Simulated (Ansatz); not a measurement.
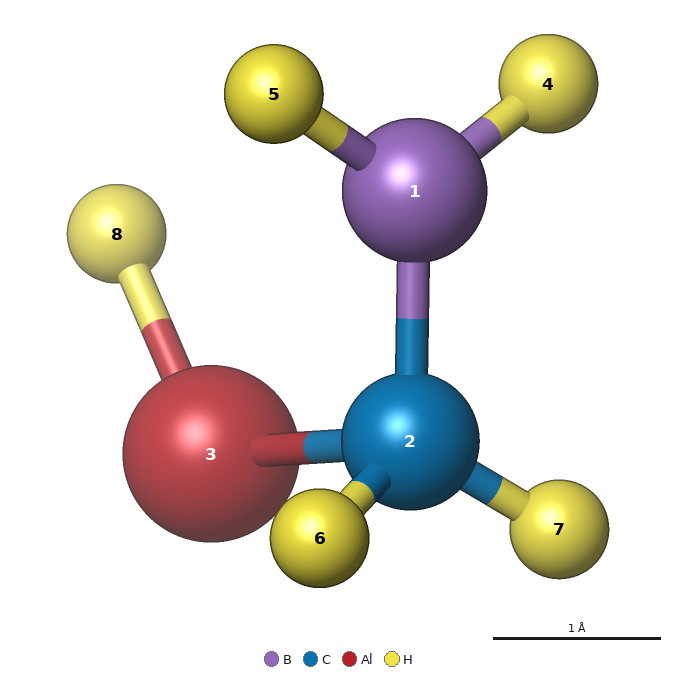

Orthographic view. Distant atoms are faded towards the background colour. State: neutral, doublet. The geometry was computed by an optimisation with PBE0-D4/def2-TZVP. No frequency run is at hand to confirm it as a minimum.

Give the geometry as a Z-matrix, atoms in numerical order, with these reference atoms: 2 to 1; 3 to 2, 1; 4 to 1, 2, 3; 5 to 1, 4, 2; 6 to 2, 1, 5; 7 to 2, 6, 1; 8 to 3, 2, 7.

```
B  
C    1   1.512
Al   2   2.007   1    96.1
H    1   1.201   2   120.6   3   -87.1
H    1   1.201   4   118.5   2  -174.4
H    2   1.094   1   119.5   5   -21.7
H    2   1.094   6   110.9   1   145.3
H    3   1.601   2   122.0   7  -122.2
```
